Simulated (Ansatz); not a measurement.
```xyz
6

C     0.0000    0.0000   -2.1696
C     0.0000    0.0000   -0.9469
C     0.0000    0.0000    0.4253
C     0.0000    0.0000    1.6697
K     0.0000    0.0000    4.2631
H     0.0000    0.0000   -3.2415
```

Geometry: B3LYP-D3(BJ)/def2-SVP.

Theory: isolated molecule in a Gaussian basis; Kohn-Sham density functional theory, functional PBE0 (Ansatz).

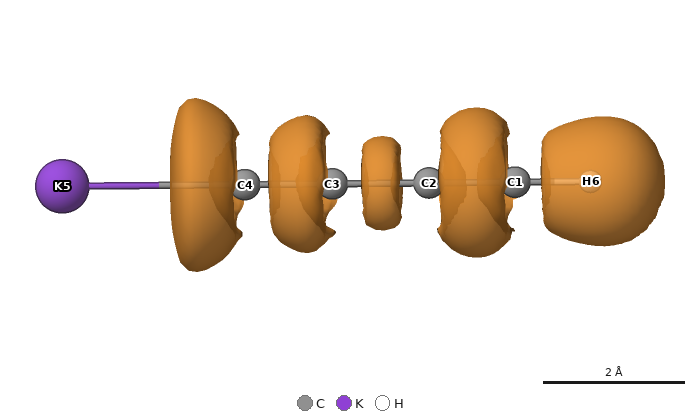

C4HK. Isosurface of the ELF at 0.75 (orange), seen from one side. Core shells and regions of very low density are left out.

Q: Identify the bonds, lone pairs and shells in this picture.

A: At this value the surface marks out three regions between bonded C–C atoms (shared pairs), one region around a hydrogen nucleus and one lobe of the valence shell of C pointing towards K. Profiles from the grid: C–C (1.22 Å): the ELF peaks at about 0.85 between the atoms: a short, multiple covalent bond. C–K (2.59 Å): the ELF peaks at about 0.95 in the valence shell of C, 0.7 Å from its nucleus, and is about 0.15 at the midpoint.
